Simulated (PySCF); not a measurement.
**C3H5OP, SMILES `CC1=C[PH]1=O`: what the electrons do**

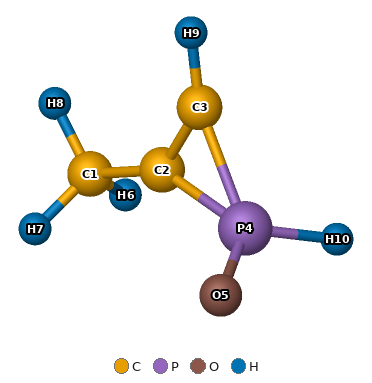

The molecule, with its atoms numbered as below. No frequency check shows the geometry to be a minimum.

Coordinates in Å:

```
C1      -2.2190   -0.5881    0.0372
C2      -0.9127    0.0800   -0.0355
C3      -0.3236    1.2554    0.2500
P4       0.8588    0.0369   -0.3132
O5       1.8640   -0.6445    0.5023
H6      -2.5357   -0.9039   -0.9568
H7      -2.1441   -1.4815    0.6574
H8      -2.9685    0.0807    0.4586
H9      -0.5891    2.2085    0.6585
H10      1.1752    0.2148   -1.6481
```

Part 1: Bonding charge

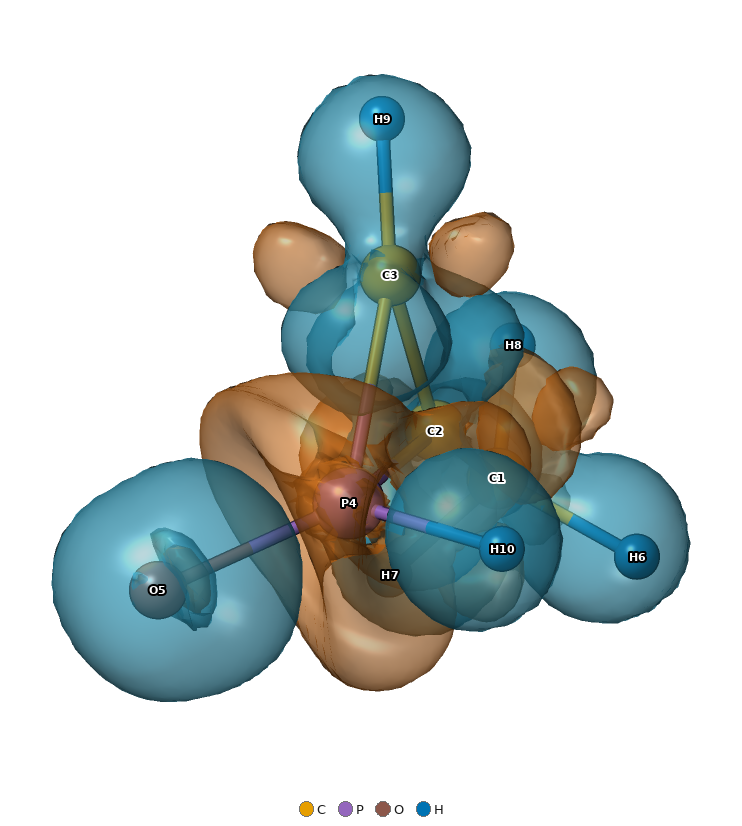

Deformation density (molecule less spherical, spin-averaged free atoms at the same positions), surfaces at ±0.07 e/Å³; light blue: gain, orange: loss.

Level of theory: B3LYP/def2-TZVP (PySCF), at a geometry from GFN2-xTB.

> Describe the bonding that the map shows.

The five largest and four smallest: C3–H9: +0.77 e/Å³ at the bond critical point (bond length 1.07 Å, Mayer order 0.9). C1–H8: +0.72 e/Å³ at the bond critical point (bond length 1.09 Å, Mayer order 1.0). C1–H7: +0.71 e/Å³ at the bond critical point (bond length 1.09 Å, Mayer order 1.0). C1–H6: +0.71 e/Å³ at the bond critical point (bond length 1.09 Å, Mayer order 1.0). C2–C3: +0.69 e/Å³ at the bond critical point (bond length 1.34 Å, Mayer order 1.7). P4–H10: +0.33 e/Å³ at the bond critical point (bond length 1.38 Å, Mayer order 0.9). P4–O5: +0.27 e/Å³ at the bond critical point (bond length 1.46 Å, Mayer order 2.0). C2–P4: +0.15 e/Å³ at the bond critical point (bond length 1.79 Å, Mayer order 1.0). C3–P4: +0.13 e/Å³ at the bond critical point (bond length 1.79 Å, Mayer order 1.0). In all, 2.5 electrons gather in the regions of gain relative to the promolecule. A small or negative value marks a very polar bond, one between electron-rich atoms, whose free-atom densities already overlap strongly, a long bond to a heavier atom, or a closed-shell contact such as a hydrogen bond.

Part 2: Local ionisation energy

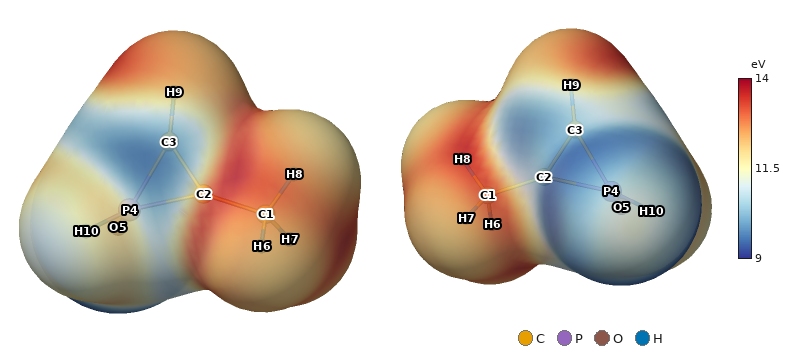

Average local ionisation energy on the surface of electron density 0.001 a.u. (back view left, front view right).

> Where are the most loosely bound electrons on this surface?

The lowest value is 9.3 eV, 1.9 Å from O5. Further minima include 9.4 eV, 1.9 Å from O5; 9.6 eV, over C3, off the plane of its three bonds (2.1 Å); 10.8 eV, off the C2–P4 bond (2.2 Å from its atoms). For comparison, the highest occupied orbital lies at −7.2 eV.

> What volume does the surface enclose, and what is the dipole moment?

About 112 Å³; the dipole moment is 4.4 D.

Part 3: Magnetic shielding

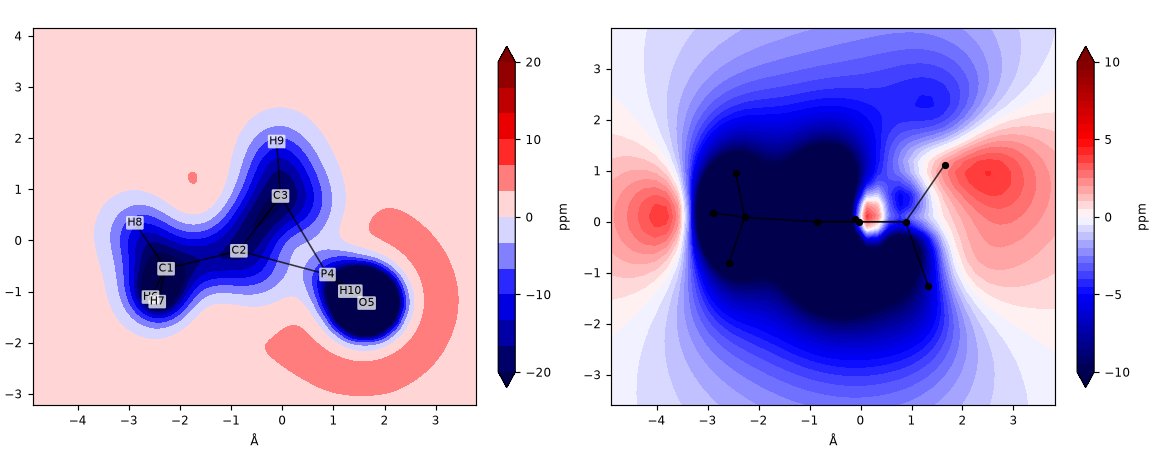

NICSzz (the component normal to the ring) 1.0 Å above the plane of the 3-membered ring C2/C3/P4 (left) and NICSzz (the component normal to the ring) in a plane perpendicular to the same ring (right); GIAO shieldings; atoms are projected onto the map; negative values mean shielding.

Method: HF/def2-SVP; geometry: GFN2-xTB; program: PySCF.

> Classify the ring and give its NICS values.

It is shielded above its centre; in a three-membered ring σ bonds weigh heavily, so the values alone don't measure π aromaticity: NICS(0) = −18.5, NICS(1) = −8.2 and −11.8, NICS(1)zz = −8.8 and −17.6 (two faces) ppm.

> What absolute proton shieldings does the same calculation give?

From 23.6 ppm (H9) to 30.1 ppm (H6).

The PySCF runs shown took 27 s and 6.1 s on 1 thread of Arm Neoverse V2, on a shared host.
